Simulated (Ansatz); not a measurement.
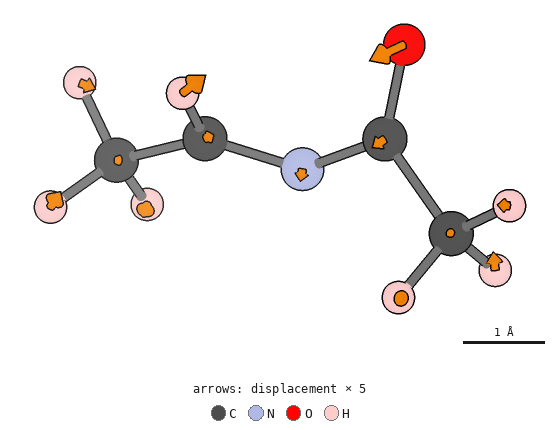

This is a relaxation of C$_{4}$H$_{7}$NO. The starting structure is drawn; orange arrows show the displacements, 5 times their true length. The two geometries are superimposed by the best rigid fit.

A ball-and-stick model, seen at a tilt.

The start comes from PBE-D4/def2-SVP.

The calculation used RKS PBE0-D4/def2-TZVP (Ansatz). Settings: force threshold 0.005 eV/Å; at most 150 steps.

What did the optimiser do to the structure, and how much energy did it gain?

Answer. The atom that moves furthest after the best rigid fit is the O atom (0.11 Å). By element the largest moves are O 0.11 Å, H 0.09 Å, C 0.04 Å, N 0.03 Å. Among the contacts that change: C–H 1.118 → 1.098 Å, C–H 1.106 → 1.089 Å, C–O 1.222 → 1.206 Å, C–C 1.515 → 1.499 Å. Among the angles between lasting bonds that change: C–N–C 120.6° → 118.1°. The energy falls by 6.79 kJ/mol in 13 geometry steps. The largest force component goes from 1.1 to 0.005 eV/Å.
